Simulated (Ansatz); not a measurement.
# How well the gap of GaSi2P (zincblende [110] superlattice) (Pm) can be computed

Wanted: the gap of GaSi2P (zincblende [110] superlattice) (Pm) by functionals, hybrids and G0W0, carried to the basis limit, with what remains uncertain.

Main program and level: Ansatz 0.2.0; density functionals, hybrids, G0W0, plane waves, PAW.

The structure was built from a prototype and need not be the compound's stable phase.

## Step 1: The starting structure

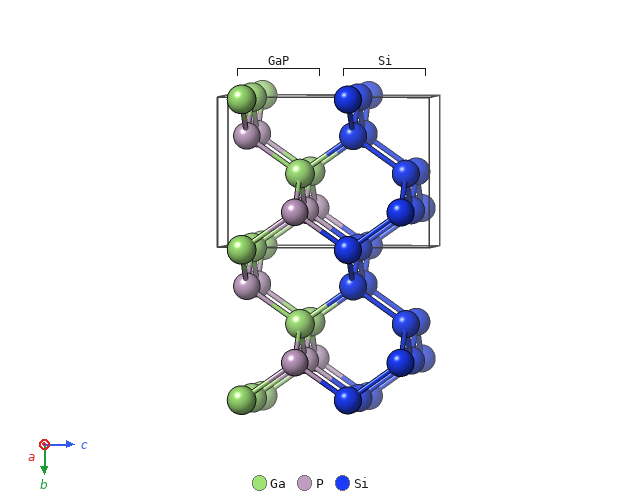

The cell as given, from the side, with the c axis across the page (gallium green, phosphorus pink, silicon blue). 2×2×1 cells are drawn. Some periodic images of atoms are drawn too.

Structure file:

```cif
data_structure
_symmetry_space_group_name_H-M 'Pm'
_symmetry_Int_Tables_number 6
_cell_length_a 5.4388
_cell_length_b 3.8458
_cell_length_c 7.6917
_cell_angle_alpha 90.000
_cell_angle_beta 90.000
_cell_angle_gamma 90.000
_cell_volume 160.88
loop_
_atom_site_label
_atom_site_type_symbol
_atom_site_symmetry_multiplicity
_atom_site_Wyckoff_symbol
_atom_site_fract_x
_atom_site_fract_y
_atom_site_fract_z
_atom_site_occupancy
Ga1 Ga 1 a 0.00000 0.00000 0.12446 1
P1 P 1 b 0.25000 0.50000 0.12446 1
Ga2 Ga 1 b 0.50000 0.50000 0.37554 1
P2 P 1 a 0.75000 0.00000 0.37554 1
Si1 Si 1 a 0.00000 0.00000 0.62661 1
Si2 Si 1 b 0.25000 0.50000 0.62661 1
Si3 Si 1 b 0.50000 0.50000 0.87554 1
Si4 Si 1 a 0.75000 0.00000 0.87554 1
```

The start is a generated structure, not a measured one.

## Step 2: Relaxing the structure

Gaps follow bond lengths, so the structure is brought to rest first.

This step: DFT, PBEsol, plane waves, PAW; PAW set soft_1.

The input, input.yaml:

```yaml
crystal:
  lattice:
    - [3.8458194326, 0.0, 0.0]
    - [0.0, 5.43881, 0.0]
    - [0.0, 0.0, 7.6916743988]
  atoms:
    - { symbol: Ga, position: [0.0, 0.0, 0.1244626607] }
    - { symbol: P, position: [0.5, 0.25, 0.1244626607] }
    - { symbol: Ga, position: [0.5, 0.5, 0.3755373393] }
    - { symbol: P, position: [0.0, 0.75, 0.3755373393] }
    - { symbol: Si, position: [0.0, 0.0, 0.626612018] }
    - { symbol: Si, position: [0.5, 0.25, 0.626612018] }
    - { symbol: Si, position: [0.5, 0.5, 0.8755373393] }
    - { symbol: Si, position: [0.0, 0.75, 0.8755373393] }
kpoints:
  mp_grid: { grid: [6, 4, 4] }
hamiltonian:
  xc: pbesol
  pseudopotentials: { kind: paw, azcp: { folder: soft_1 }, xc_functional: pbe }
scf:
  occupations: { method: fermi_dirac, width: 0.02 }
relax:
  f_tol: 0.015
  max_steps: 100
  cell: {}
```

Launch:

```
> ansatz run input.yaml --threads 32 --pin off --max-ram 82944MiB --backend cuda --events-out ev --progress --plain --runs-dir out --devices 1 --max-vram 78GiB
```

Numbers of over 12 decimals in the logs are rounded to 6 here.

Log:

```text
The last accepted step is kept in <dir> (removed where the run ends without a failure and the disk answers)
GPUs: using 1 of 1 available (devices: 1).
Engine: ansatz 0.2.0, aarch64-unknown-linux-gnu
Pseudopotentials: kind: paw
Pseudopotential: Ga, paw, valence charge 13, recommended cutoff 420 eV (normal), soft_1/Ga.paw.azcp
Pseudopotential: P, paw, valence charge 5, recommended cutoff 420 eV (normal), soft_1/P.paw.azcp
Pseudopotential: Si, paw, valence charge 4, recommended cutoff 420 eV (normal), soft_1/Si.paw.azcp
Functional definition: PBEsol
  exchange = pbesol_x
  correlation = pbesol_c
[...]
Crystal: 8 atoms, lattice volume = 160.884 Å³
Basis set: ecut = 420 eV, 3123 PW (Γ), exchange–correlation on 54×80×108 points (8 copies of the dense FFT grid, shifted against one another)
Bands: 34, of which v1, the nominal top of the filled ones, is band 26 counted from 1 (25 counted from 0)
Symmetry: 2 space group operations
Space group: Pm (ITA 6), of the structure as read, at distance tolerance 5.4e-5 Å
k-points: 40 of 96 (time reversal used)
Non-local potential: Ga, projectors of the file, l = 0: 2, l = 1: 2, l = 2: 3, l = 3: 1
Non-local potential: P, projectors of the file, l = 0: 2, l = 1: 2, l = 2: 1
Non-local potential: Si, projectors of the file, l = 0: 2, l = 1: 2, l = 2: 1
PAW form: soft (Blöchl's): semilocal exchange-correlation on the pseudo side does not see the compensation charge
PAW frozen core: Ga, regenerated for the run's functional, and the local potential with it (the file was generated under x = pbe(κ = 0.804, μ = 0.219515), c = pbe(β = 0.066725))
PAW frozen core: P, regenerated for the run's functional, and the local potential with it (the file was generated under x = pbe(κ = 0.804, μ = 0.219515), c = pbe(β = 0.066725))
PAW frozen core: Si, regenerated for the run's functional, and the local potential with it (the file was generated under x = pbe(κ = 0.804, μ = 0.219515), c = pbe(β = 0.066725))
PAW one-centre angular grid: Ga, 590 points (default); XC on 64 Gauss nodes
PAW one-centre angular grid: P, 110 points (default); XC on 64 Gauss nodes
PAW one-centre angular grid: Si, 110 points (default); XC on 64 Gauss nodes
Initial density: superposition of atomic densities (chi_scale 0.1, normalization cell, long waves kept (reshape's long-wave potential 0.06 eV rms))
Initial wavefunctions: pseudopotential atomic-orbital guess
[...]
Functional: x = pbesol(κ = 0.804, μ = 0.123457), c = pbesol(β = 0.046)
SCF iter   1: F=—  HF=-11454.583422 eV  |F-HF|=—  |Δ(HF+E_count)|=         —  Δρ=4.51e-2  dr2=3.06e0  ethr=3.10e-3  ⟨swp⟩=9.0  Hψ=7579  notcnv=0
[...]
SCF converged after 6 iterations
Free energy (F): -11453.883879 eV
Harris-Foulkes:  -11453.883879 eV  (|F-HF|=9.09e-12)
Internal energy: -11453.883879 eV  (E = F + TS)
E sigma→0 (E₀):  -11453.883879 eV
Fermi energy:    7.138386 eV
--- Per-component energies (eV) ---
  E_band       = -111.464216
  E_kinetic    = 524.222353
  E_local      = -4167.417874  (includes V_loc(G=0)·N_el)
  E_nonlocal   = -27.966749
  E_hartree    = 2410.219523
  E_xc         = -494.193468
  E_vxc        = -426.148123  (∫ρ·V_xc dr)
  E_paw        = -6980.713016  (= ΣΔE_a)
  E_vpaw       = -834.592332  (= ΣTr[D̂ρ^β])
  E_aug_tail   = -0.000261  (compensation charges beyond the density's cutoff)
  E_ewald      = -2719.978781
  E_core_change = 1.944393  (= ΣΔE_core)
  E_smearing   = -0.000000  (= −TS)
  E_closure    = -0.000000  (closes the sum)
  Σ components = -11453.883879   (vs F -11453.883879, Δ=0.00e0)
--- Forces (eV/Å), atoms counted from 1 ---
  atom   1  Ga     0.00000000    -0.00055650    -0.00259269
  atom   2  P      0.00000000    -0.00010583     0.00185595
  atom   3  Ga     0.00000000    -0.00054311     0.00260408
  atom   4  P      0.00000000    -0.00008845    -0.00186566
  atom   5  Si     0.00000000    -0.00033860    -0.00007169
  atom   6  Si     0.00000000     0.00097806    -0.00012072
  atom   7  Si     0.00000000    -0.00032122     0.00003654
  atom   8  Si     0.00000000     0.00097580     0.00015422
  max |Σ_I F_I| component: 1.55e-7 eV/Å
--- Stress (GPa, compression-positive) ---
        0.023142       0.000000       0.000000
        0.000000       0.009451       0.000055
        0.000000       0.000055      -0.014578
  P = ⅓ Tr σ = 0.0060 GPa (0.060 kbar)
--- Band table (eV; the first three rows and the last of 40) ---
  k-point 0: bands = [... 22 lower, 5.3997, 6.6078, 6.7042, 6.7380, 7.5830, 7.7250, 8.8208, 9.4865, ... 4 higher]
  k-point 1: bands = [... 22 lower, 5.5512, 5.8863, 6.2223, 6.6647, 7.7429, 8.7400, 8.7713, 9.5309, ... 4 higher]
  k-point 2: bands = [... 22 lower, 5.0133, 5.3671, 6.2442, 6.5046, 7.9197, 8.4114, 9.6423, 9.7575, ... 4 higher]
  k-point 39: bands = [... 22 lower, 4.4324, 4.4324, 4.7441, 4.7441, 9.6459, 9.6459, 9.9373, 9.9373, ... 4 higher]
--- Relaxed structure (5 steps of the walk, 5 accepted, 1 SCFs on fresh bases) ---
  F+E_penalty+E_count = -11453.88387912 eV   max|allowed force component| = 2.604e-3 eV/Å   (the final SCF, on the basis selected at the relaxed cell)
  cell:  # Å, volume = 160.5274 Å³
    - [3.842155, 0.0, 0.0]
    - [0.0, 5.437517, -2.78341745298679e-6]
    - [0.0, -3.936364896790216e-6, 7.683759]
  atoms:
    - { symbol: Ga, position: [0.0, 0.010550, 0.119568] }
    - { symbol: P, position: [0.5, 0.265858, 0.126307] }
    - { symbol: Ga, position: [0.5, 0.510550, 0.381507] }
    - { symbol: P, position: [0.0, 0.765858, 0.374768] }
    - { symbol: Si, position: [0.0, -0.012435, 0.625188] }
    - { symbol: Si, position: [0.5, 0.236027, 0.627519] }
    - { symbol: Si, position: [0.5, 0.487564, 0.875887] }
    - { symbol: Si, position: [0.0, 0.736027, 0.873555] }
```

Wall time 3.1 s (1 × NVIDIA GB200 (shared by 2 runs) with 32 threads of Arm Neoverse V2, shared host); peak memory 1.1 GiB; 16 s of CPU time.

Step by step:

| step | energy less that of the first step (eV) | largest force component (eV/Å) | pressure (GPa) | volume (Å³) |
| --- | --- | --- | --- | --- |
| 1 | 0.0000 | 0.7367 | -0.16 | 160.88 |
| 2 | -0.1131 | 0.3124 | -0.14 | 160.65 |
| 3 | -0.1265 | 0.0315 | 0.04 | 160.46 |
| 4 | -0.1273 | 0.0153 | -0.01 | 160.56 |
| 5 | -0.1274 | 0.0026 | 0.01 | 160.53 |
| 6* | -0.1274 | 0.0026 | 0.01 | 160.53 |

Relaxation steps marked * repeat the geometry before them on a plane-wave basis chosen anew for their cell, so energy and pressure can jump there.

Forces are held to the 2 operations that the run works with; a distortion that breaks them can't arise in this run.

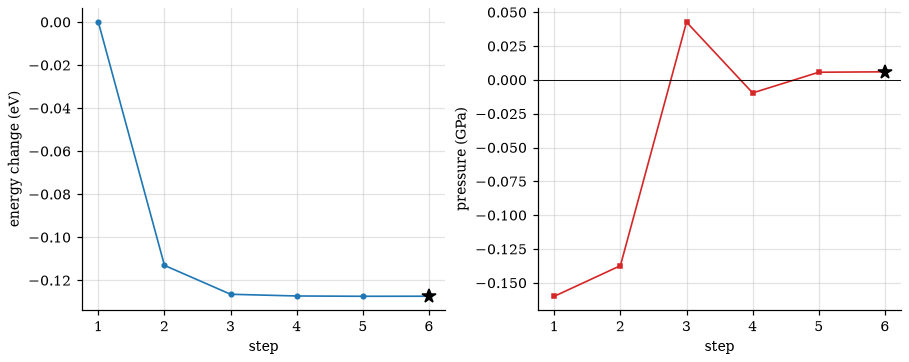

Energy and pressure along the relaxation. Stars mark steps on a basis chosen anew.

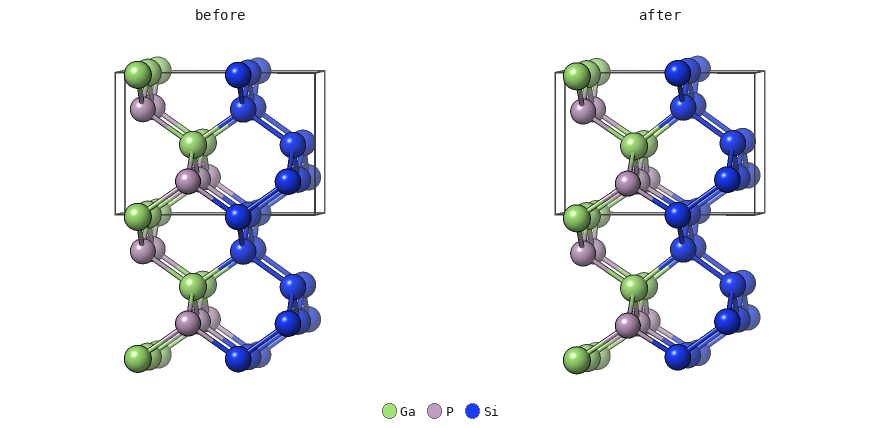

The structure before and after the relaxation, drawn at the same scale.

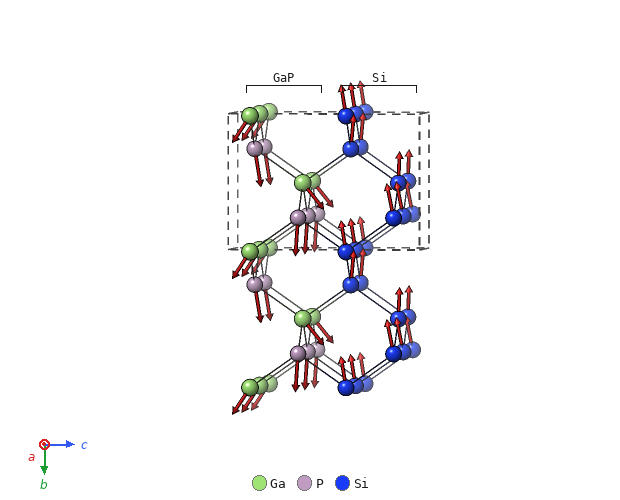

Displacements in the relaxation, exaggerated, measured against the changing cell; the longest in the cell stands for 0.09 Å. 2×2×1 cells are drawn. Some periodic images of atoms are drawn too.

| cell as run | before | after | change |
| --- | --- | --- | --- |
| a (Å) | 3.846 | 3.842 | -0.1 % |
| b (Å) | 5.439 | 5.438 | -0.0 % |
| c (Å) | 7.692 | 7.684 | -0.1 % |
| volume (Å³/atom) | 20.11 | 20.07 | -0.2 % |

The atoms that moved most (Å, as changes of fractional coordinates times the final cell):

| atom | dx | dy | dz | length |
| --- | --- | --- | --- | --- |
| P2 | 0.000 | 0.086 | 0.014 | 0.087 |
| P4 | 0.000 | 0.086 | -0.006 | 0.086 |
| Si8 | 0.000 | -0.076 | -0.015 | 0.077 |
| Si6 | 0.000 | -0.076 | 0.007 | 0.076 |
| Ga3 | 0.000 | 0.057 | 0.046 | 0.073 |
| Ga1 | 0.000 | 0.057 | -0.038 | 0.069 |
| Si5 | 0.000 | -0.068 | -0.011 | 0.068 |
| Si7 | 0.000 | -0.068 | 0.003 | 0.068 |

The relaxed structure:

```cif
data_structure
_symmetry_space_group_name_H-M 'P 1'
_symmetry_Int_Tables_number 1
_cell_length_a 3.8422
_cell_length_b 5.4375
_cell_length_c 7.6838
_cell_angle_alpha 90.000
_cell_angle_beta 90.000
_cell_angle_gamma 90.000
_cell_volume 160.53
loop_
_atom_site_label
_atom_site_type_symbol
_atom_site_fract_x
_atom_site_fract_y
_atom_site_fract_z
_atom_site_occupancy
Ga1 Ga 0.00000 0.01055 0.11957 1
P2 P 0.50000 0.26586 0.12631 1
Ga3 Ga 0.50000 0.51055 0.38151 1
P4 P 0.00000 0.76586 0.37477 1
Si5 Si 0.00000 0.98756 0.62519 1
Si6 Si 0.50000 0.23603 0.62752 1
Si7 Si 0.50000 0.48756 0.87589 1
Si8 Si 0.00000 0.73603 0.87356 1
```

## Step 3: PBEsol bands

Levels along a band path, at the cheap level, show where the edges lie and whether the meshes to come will hold them.

The input, input.yaml:

```yaml
crystal:
  lattice:
    - [3.8421553024, 0.0, 0.0]
    - [0.0, 5.4375168448, -2.7834e-06]
    - [0.0, -3.9364e-06, 7.6837588716]
  atoms:
    - { symbol: Ga, position: [0.0, 0.0105503467, 0.1195680423] }
    - { symbol: P, position: [0.5, 0.265858019, 0.1263065394] }
    - { symbol: Ga, position: [0.5, 0.5105504621, 0.3815065334] }
    - { symbol: P, position: [0.0, 0.7658579839, 0.3747682615] }
    - { symbol: Si, position: [0.0, -0.0124352107, 0.625188481] }
    - { symbol: Si, position: [0.5, 0.2360271271, 0.6275191079] }
    - { symbol: Si, position: [0.5, 0.4875643784, 0.8758866051] }
    - { symbol: Si, position: [0.0, 0.7360268935, 0.873555144] }
kpoints:
  mp_grid: { grid: [6, 4, 4] }
  band_path:
    path:
      - [0.0, 0.0, 0.0]
      - [-0.5, 0.0, 0.0]
      - [-0.5, 0.0, 0.5]
      - [0.0, 0.0, 0.5]
      - [0.0, 0.0, 0.0]
      - [0.0, -0.5, 0.5]
      - [-0.5, -0.5, 0.5]
      - [-0.5, 0.0, 0.0]
      - [-0.5, -0.5, 0.0]
      - [0.0, -0.5, 0.0]
      - [0.0, 0.0, 0.0]
    npoints: 10
hamiltonian:
  xc: pbesol
  pseudopotentials: { kind: paw, azcp: { folder: soft_1 }, xc_functional: pbe }
scf:
  occupations: { method: fermi_dirac, width: 0.02 }
  n_extra_bands: 6
output:
  eigenvalues: true
  forces: true
  stress: true
```

Log:

```text
Warning: the atoms were moved onto the symmetric positions of the space group found under crystal.symmetry.tolerance 1.0e-5 (fractional; no operation is sought that the atoms, as they stand in a round, miss by more than twice it, and no atom is moved by as much as it), and the run uses the moved positions. Before a round's move an operation carried an atom to 3.85e-6 Å from where it should land, the largest such dist [...]
[...]
GPUs: using 1 of 1 available (devices: 1).
[...]
device memory: the entry about to start is reckoned to put 3.2 GiB on a device that reports 113.6 GiB free (of which the cap on the GPU budget leaves the run 78.0 GiB)
GPU FFT provider: cuFFT
GPU libraries: cuBLAS 13.8.1, cuFFT 12.4.0, cuSOLVER 12.3.2
GPU matrix products: emulated (plane waves: as basis.precision tells), large ones in fixed point in workspaces of 1.00 GiB
Crystal: 8 atoms, lattice volume = 160.527 Å³
Basis set: ecut = 420 eV, 3115 PW (Γ), exchange–correlation on 54×80×108 points (8 copies of the dense FFT grid, shifted against one another)
Bands: 32, of which v1, the nominal top of the filled ones, is band 26 counted from 1 (25 counted from 0)
Symmetry: 4 space group operations
[...]
k-points: 36 of 96 (time reversal used)
[...]
GPU buffer pool allocated for 58320 grid points (all kernels)
GPU transforms: local potential and band sums: pruned to the plane-wave sphere, on 25×40×54
[...]
SCF iter   1: F=—  HF=-11454.711657 eV  |F-HF|=—  |Δ(HF+E_count)|=         —  Δρ=4.52e-2  dr2=3.08e0  ethr=3.10e-3  ⟨swp⟩=8.9  Hψ=6550  notcnv=0
[...]
SCF iter   8: F=-11453.883879 eV  HF=-11453.883879 eV  |F-HF|=3.59e-8  |Δ(HF+E_count)|=   1.11e-6  Δρ=5.38e-6  dr2=3.74e-8  ethr=1.92e-10  ⟨swp⟩=15.0  Hψ=6346  notcnv=0
SCF 1 converged in 8 iterations: F = -11453.883879 eV  dr2 = 3.74e-8
[...]
NSCF: frozen V_eff on 101 k-points, pencils in batches of 32, up to order 144
SCF converged after 8 iterations
Free energy (F): -11453.883879 eV
[...]
Internal energy: -11453.883879 eV  (E = F + TS)
E sigma→0 (E₀):  -11453.883879 eV
Fermi energy:    7.138370 eV
[...]
--- Forces (eV/Å), atoms counted from 1 ---
  atom   1  Ga    -0.00000000    -0.00054783    -0.00261128
  atom   2  P      0.00000000    -0.00010677     0.00186355
  atom   3  Ga    -0.00000000    -0.00054783     0.00261128
  atom   4  P      0.00000000    -0.00010677    -0.00186355
  atom   5  Si    -0.00000000    -0.00030775    -0.00002986
  atom   6  Si     0.00000000     0.00098361    -0.00013235
  atom   7  Si    -0.00000000    -0.00030775     0.00002986
  atom   8  Si    -0.00000000     0.00098361     0.00013235
  max |Σ_I F_I| component: 4.25e-5 eV/Å
--- Stress (GPa, compression-positive) ---
        0.023261      -0.000000      -0.000000
       -0.000000       0.009589       0.000000
       -0.000000       0.000000      -0.014428
  P = ⅓ Tr σ = 0.0061 GPa (0.061 kbar)
--- Band table (eV; the first three rows and the last of 36) ---
  k-point 0: bands = [... 22 lower, 5.3998, 6.6078, 6.7042, 6.7380, 7.5829, 7.7250, 8.8208, 9.4865, ... 2 higher]
  k-point 1: bands = [... 22 lower, 5.5512, 5.8863, 6.2223, 6.6647, 7.7428, 8.7400, 8.7712, 9.5309, ... 2 higher]
  k-point 2: bands = [... 22 lower, 5.0133, 5.3671, 6.2442, 6.5046, 7.9197, 8.4114, 9.6423, 9.7575, ... 2 higher]
  k-point 35: bands = [... 22 lower, 4.4324, 4.4324, 4.7441, 4.7441, 9.6459, 9.6459, 9.9373, 9.9373, ... 2 higher]
```

Wall time 1.7 s (1 × NVIDIA GB200 (shared by 2 runs) with 32 threads); peak memory 1 GiB.

The column dr2 measures how far the density is from self-consistency, as an energy; F and HF (Harris–Foulkes) agree once it is small.

This step gave:

```yaml
pressure: 0.006141 GPa
filled_bands: 26
gap: 0.7755 eV
valence_top_at: Γ
conduction_bottom_at: k = (0.000, -0.150, 0.000)
least_direct_gap: 0.8450 eV
```

The gap is indirect, with the least direct gap 0.07 eV higher.

The electronic bands at the labelled points (eV, zero at the top of the highest nominally filled band):

| point | band 23 | band 24 | band 25 | band 26 | band 27 | band 28 | band 29 | band 30 |
| --- | --- | --- | --- | --- | --- | --- | --- | --- |
| Γ | -1.34 | -0.13 | -0.03 | 0.00 | 0.84 | 0.99 | 2.08 | 2.75 |
| Z | -2.95 | -2.95 | -1.13 | -1.13 | 0.83 | 0.83 | 0.98 | 0.98 |
| D | -2.86 | -2.86 | -2.38 | -2.38 | 2.03 | 2.03 | 2.08 | 2.08 |
| B | -1.72 | -1.37 | -0.49 | -0.23 | 1.18 | 1.67 | 2.90 | 3.02 |
| Γ | -1.34 | -0.13 | -0.03 | 0.00 | 0.84 | 0.99 | 2.08 | 2.75 |
| A | -1.59 | -1.59 | -1.32 | -1.32 | 1.88 | 1.88 | 2.66 | 2.66 |
| E | -2.31 | -2.31 | -1.99 | -1.99 | 2.91 | 2.91 | 3.20 | 3.20 |
| Z | -2.95 | -2.95 | -1.13 | -1.13 | 0.83 | 0.83 | 0.98 | 0.98 |
| C2 | -1.23 | -1.23 | -1.21 | -1.21 | 1.41 | 1.41 | 3.54 | 3.54 |
| Y2 | -1.15 | -1.15 | -0.90 | -0.90 | 1.03 | 1.03 | 1.71 | 1.71 |
| Γ | -1.34 | -0.13 | -0.03 | 0.00 | 0.84 | 0.99 | 2.08 | 2.75 |

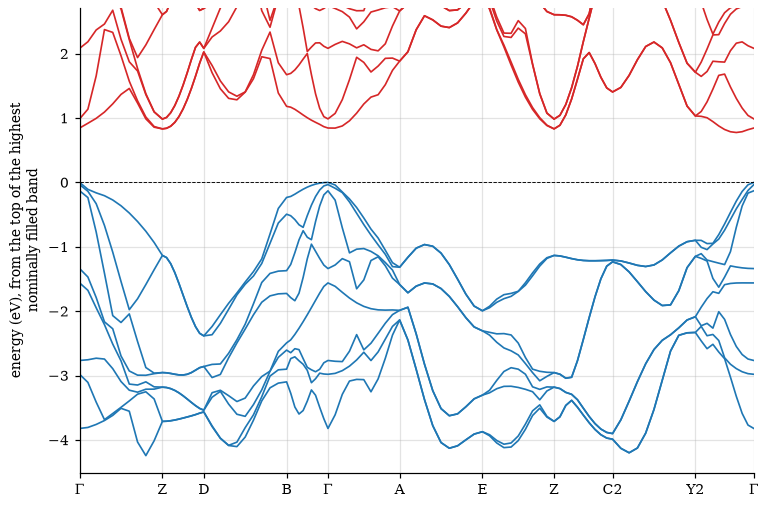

Electronic bands along the path; lines of filled and empty bands in two colours.

## Step 4: PBEsol+SOC

Spin-orbit coupling can split or shift the edges; a non-collinear run measures by how much.

This step: DFT, PBEsol with spin-orbit coupling, plane waves, PAW; PAW set soft_1.

input.yaml, the sections that differ from step 3:

```yaml
kpoints:
  mp_grid: { grid: [6, 4, 4] }
  band_path:
    path:
      - [0.0, 0.0, 0.0]
      - [-0.5, 0.0, 0.0]
      - [-0.5, 0.0, 0.5]
      - [0.0, 0.0, 0.5]
      - [0.0, -0.5, 0.5]
      - [-0.5, -0.5, 0.5]
      - [-0.5, -0.5, 0.0]
      - [0.0, -0.5, 0.0]
      - [0.0, -0.15, 0.0]
    npoints: 1
hamiltonian:
  xc: pbesol
  pseudopotentials: { kind: paw_fr, azcp: { folder: soft_1 }, xc_functional: pbe }
scf:
  occupations: { method: fermi_dirac, width: 0.02 }
  n_extra_bands: 12
magnetization:
  noncollinear: true
  spin_orbit: true
# crystal, output: as in step 3
```

Log:

```text
[...]
GPUs: using 1 of 1 available (devices: 1).
[...]
SCF 1 converged in 9 iterations: F = -11454.050757 eV  dr2 = 1.33e-8
[...]
NSCF: frozen V_eff on 9 k-points
SCF converged after 9 iterations
Magnetization: |M| = 0.0000 μB,  M = (+0.0000, +0.0000, +0.0000) μB
[...]
atom   8  Si    -0.00000000     0.00167617     0.00102480
  max |Σ_I F_I| component: 1.46e-5 eV/Å
--- Stress (GPa, compression-positive) ---
        0.014745      -0.000000      -0.000000
       -0.000000       0.000822       0.000000
       -0.000000       0.000000      -0.023077
  P = ⅓ Tr σ = -0.0025 GPa (-0.025 kbar)
--- Band table (eV; the first three rows and the last of 36) ---
[...]
[key lines of the parts left out:]
Free energy (F): -11454.050757 eV
Fermi energy:    7.143231 eV
```

Run time: 2.1 s. Hardware: 1 × NVIDIA GB200 (shared by 2 runs) with 32 threads; peak memory 1.1 GiB; 15 s of CPU time.

Numbers from this step:

| Item | Value |
| --- | --- |
| pressure | -0.002503 GPa |
| gap | 0.7635 eV |
| valence top at | Γ |
| conduction bottom at | k = (0.000, -0.150, 0.000) |
| least direct gap | 0.8330 eV |

The gap stands −0.01 eV against PBEsol.

(Part 1 of 2 ends here.)

[Paths, hosts, dates, memory and timing lines, banners, echoed tables and standing remarks are left out of the program output.]

[Logs are printed without paths, hosts, clocks, repeated set-up lines and the standing remarks that a program may print on its own settings, such as how far it seeks lower states.]

[Runs of the session that timed out or met a known fault of the program may be left out.]

[Cells called generated may have been cut or substituted from an entry of the Crystallography Open Database or the Materials Project.]

[Hosts, paths, dates, database ids (printed as entryN), source tags and the programs' standing remarks are cut or masked in the printed files.]
